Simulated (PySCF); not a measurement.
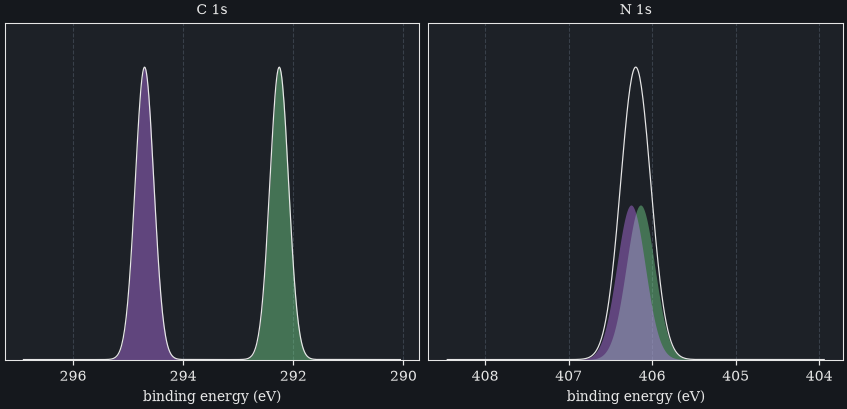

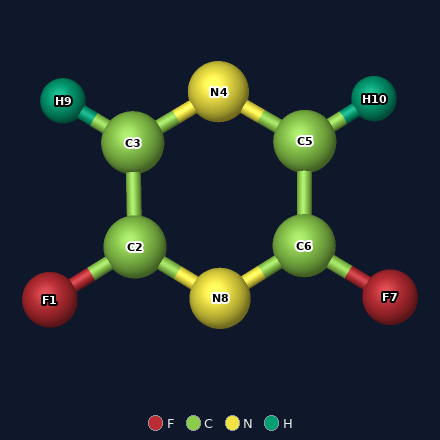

Simulated XPS of C₄H₂F₂N₂, SMILES Fc1cncc(F)n1. Vertical core-electron binding energies by ΔSCF (SCAN, pcX-2 on the ionised atom, pcseg-1 elsewhere, spin-free X2C; PySCF 2.14.0, at a GFN2-xTB geometry (no frequency check)), gas phase, against the vacuum level. One atom of each kind was ionised; within a panel, areas follow the number of like atoms, each panel is scaled alone, Gaussians of 0.4 eV full width. Only the regions named are shown. Lines closer than the width merge in the curve.

### Which atoms give which peak?

```
level   atoms  binding energy (eV)
 C 1s  C2, C6                294.7
 C 1s  C3, C5                292.3
 N 1s      N8                406.3
 N 1s      N4                406.1
```

### How large is the chemical shift across the C 1s region?

2.4 eV, from C3, C5 at 292.3 eV to C2, C6 at 294.7 eV.

Caveats: the tight-binding geometry is rougher than a DFT one and adds to the error.
